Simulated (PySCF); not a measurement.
C5H12OSi2, SMILES C[SiH2]C#C[Si](C)(C)O at its GFN2-xTB optimised geometry (Å):

```
20

Si    -1.6801    -3.1476     3.9927
C     -3.2984    -2.3797     4.6211
C     -1.1343    -2.2116     2.4912
C     -0.7874    -1.5941     1.5089
Si    -0.2401    -0.6480     0.0000
C     -0.9761     1.0990     0.0000
C      1.6645    -0.6480     0.0000
O     -0.8445    -1.3356    -1.3569
H     -1.8928    -4.5524     3.6146
H     -0.6312    -3.0443     5.0173
H     -3.1612    -1.3357     4.8891
H     -4.0756    -2.4238     3.8631
H     -3.6651    -2.9011     5.5012
H     -2.0605     1.0607     0.0105
H     -0.6548     1.6601     0.8716
H     -0.6746     1.6525    -0.8840
H      2.0598    -0.1542    -0.8835
H      2.0605    -0.1332     0.8691
H      2.0605    -1.6601     0.0161
H     -0.6213    -2.2273    -1.6083
```

Calculation: B3LYP/def2-SVP in PySCF 2.14.0. Cells within 0.4 Å of a nucleus heavier than hydrogen are left out (blank, or x).

Map of the log10 of the electron density (e/bohr³), floored at −4 on the plane z = 0.0 Å:

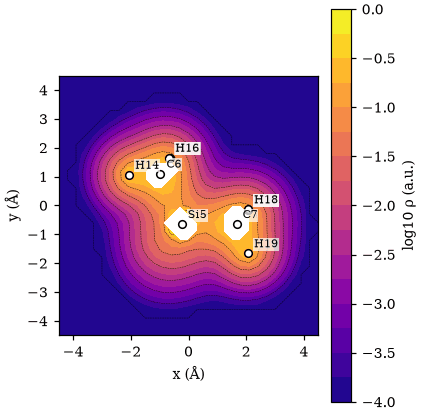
Log10 of the electron density (e/bohr³), floored at −4 on the plane z = 0.0 Å.
